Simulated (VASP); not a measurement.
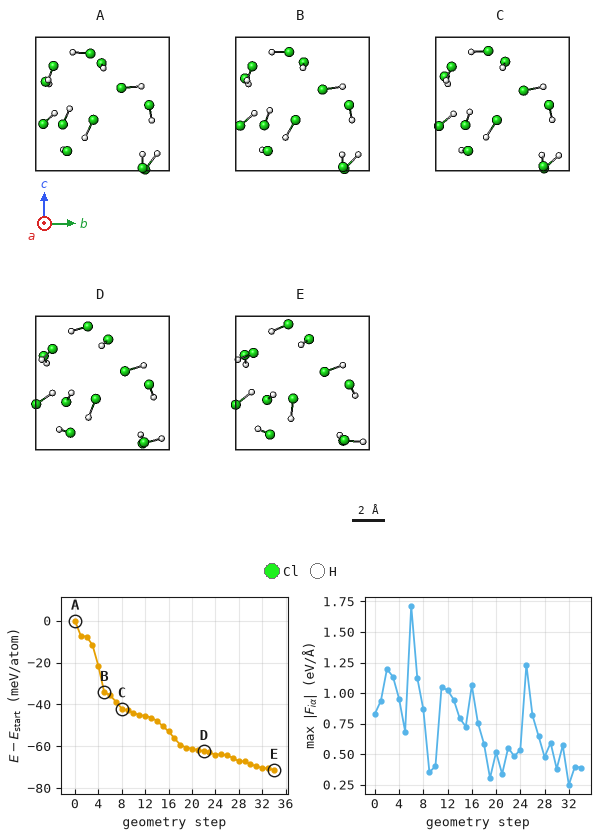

Frames of a relaxation of an amorphous cell of composition HCl, marked on the history of the run. Style: ball-and-stick. Shown: the cell of the calculation, along the a axis.

The run lets the atoms move in a fixed cell.

All numbers below come from Kohn-Sham DFT of a periodic cell, PBE with D3(BJ), VASP PAW PBE potentials, recommended in VASP 6.6.1.

Input
```
SYSTEM = HCl
PREC = Accurate
ENCUT = 520
EDIFF = 1E-6
ISMEAR = -1
SIGMA = 0.05
LREAL = Auto
LASPH = .TRUE.
NELM = 100
ALGO = Normal
ISIF = 2
LWAVE = .FALSE.
LCHARG = .FALSE.
GGA = PE
IVDW = 12
IBRION = 2
NSW = 35
EDIFFG = -0.3
```

Command:
```bash
cat potpaw_PBE.64/Cl/POTCAR potpaw_PBE.64/H/POTCAR > POTCAR
mpirun -np 1 vasp_gam > vasp.out
```

> Describe the path.

The relaxation stopped without meeting its thresholds, so the last structure isn't shown to be converged. An H atom moves most: 0.73 Å along [1 −2 0]. By element the largest moves are H 0.73 Å, Cl 0.67 Å. The cell stays as it was. Some distances before and after: Cl–H 1.280 → 1.307 Å. The energy falls by 71.3 meV per atom in 34 geometry steps. Largest force component: 0.83 eV/Å at the start, 0.39 eV/Å at the end. From step 0 to 5: a Cl atom moves most (0.31 Å), energy −34.1 meV per atom. From step 5 to 8: a Cl atom moves most (0.18 Å), energy −7.9 meV per atom. From step 8 to 22: H atoms move most (0.31 Å), energy −20.4 meV per atom. From step 22 to 34: a Cl atom moves most (0.31 Å), energy −9.0 meV per atom.

Limits of the set-up: the periodic images lie only 8.5 Å apart, so the values are limited by the cell's size.
